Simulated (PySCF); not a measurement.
SMILES C[Si](C)(C)[Si](F)(F)F (C3H9F3Si2) at its GFN2-xTB optimised geometry (Å):

```
17

C      1.2807     1.3599     1.5604
Si     0.6473     0.4609     0.0000
C      1.2799     1.3628    -1.5590
C      1.2805    -1.3399    -0.0016
Si    -1.6460     0.4609     0.0000
F     -2.3654    -0.2508    -1.2334
F     -2.3657     1.8848     0.0000
F     -2.3663    -0.2511     1.2327
H      0.9387     2.3907     1.5945
H      2.3664     1.3761     1.5904
H      0.9372     0.8732     2.4693
H      0.9365     2.3933    -1.5917
H      0.9370     0.8770    -2.4686
H      2.3656     1.3805    -1.5889
H      2.3663    -1.3741    -0.0024
H      0.9382    -1.8848     0.8741
H      0.9371    -1.8837    -0.8775
```

Computed with PySCF 2.14.0 with PBE0/def2-SVP. Cells within 0.4 Å of a nucleus heavier than hydrogen are left out (blank, or x).

Map of the log10 of the electron density (e/bohr³), floored at −4 on the plane z = 1.5 Å:

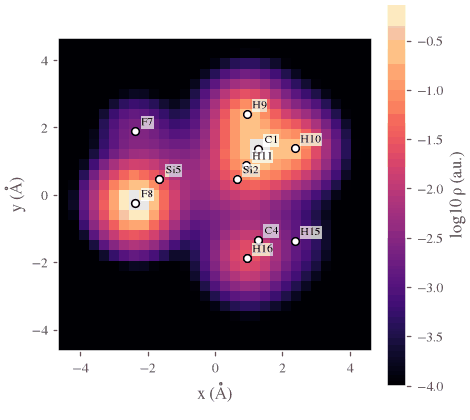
*Log10 of the electron density (e/bohr³), floored at −4 on the plane z = 1.5 Å.*
